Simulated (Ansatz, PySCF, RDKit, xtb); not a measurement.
**Which structure has the formula CHClSi?**

Given the formula CHClSi and nothing else, which arrangement of the atoms is the most stable in the gas at 298.15 K, and what are its properties?

The funnel: GFN2-xTB relaxations, single points with a density functional, relaxations at BLYP-D3(BJ)/def2-SVP, harmonic vibrations, and a last energy at a higher level. All values are calculated.

7 further runs of the same task are left out: 7 set aside as unsound or not needed.

## Step 1: Drawing up candidates

A program enumerates the bonding patterns with one Lewis structure each (two rings at most, one unusual centre or charged pair), with their diastereomers. O–O, O–halogen and N–halogen bonds and N–N–N chains are not drawn. That gives 5 candidates.

| label | SMILES | spin |
| --- | --- | --- |
| c290 | [SiH]#CCl | singlet |
| c422 | [Si]=CCl | triplet |
| c470 | [Si]=CCl | singlet |
| c820 | [C+]#[SiH-]Cl | singlet |
| c944 | C#[Si]Cl | singlet |

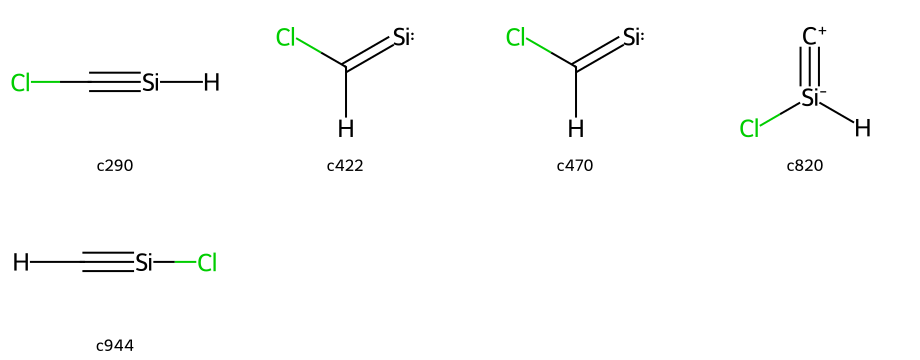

Structural formulas of the candidates.

Candidates are built by distance geometry, with a force field where one applies, in up to four conformers (letters a to d). 10 starts with atoms placed at random are added, to find patterns that the rules miss.

Q: Predict the outcome of this search (final energies at CCSD(T)/def2-TZVPP).

| quantity | value |
| --- | --- |
| lowest structure found | [Si]=CCl, singlet, Cs |
| next finalist | C#[Si]Cl, singlet, 2.9 kcal/mol higher in G |
| share at equilibrium, among the finalists | 99.3 % |
| harmonic wavenumbers, lowest and highest (BLYP-D3(BJ)/def2-SVP) | 84 and 3125 cm⁻¹ |
| rotational constants, same geometry | 1.073, 0.1336, 0.1188 cm⁻¹ |
| dipole moment (PBE0/def2-TZVPD) | 1.58 D |
| HOMO energy (PBE0/def2-TZVPD) | -6.37 eV |
| LUMO energy (PBE0/def2-TZVPD) | -2.97 eV |
| HOMO–LUMO gap (PBE0/def2-TZVPD) | 3.39 eV |
| lowest excitation (TD-PBE0/def2-SVPD) | 1.82 eV (f = 0.001) |
| strongest of the states computed, same level | 4.46 eV (f = 0.115) |
| lowest triplet excitation, same level, Tamm-Dancoff | 1.38 eV |
| vertical ionisation energy | 8.43 eV |
| vertical electron affinity | 1.16 eV |
| vertical triplet less singlet | +1.28 eV |

`[Si]=CCl` comes out lowest. The margin, 2.9 kcal/mol, is modest. HF/STO-3G, r2SCAN-D4/def2-SVP, BLYP-D3(BJ)/def2-SVP, HF/def2-TZVPP and MP2/def2-TZVPP already put its bonding pattern lowest among the structures in one piece. A large T1 diagnostic among the finalists warns that one reference determinant may not suffice. It concerns: the finalist C#[Si]Cl (singlet). The search is not exhaustive (a finite list of starts, one conformer a finalist), so a lower isomer can't be ruled out. The lowest isomer need not be the one that is made and kept in a bottle, which depends on barriers.
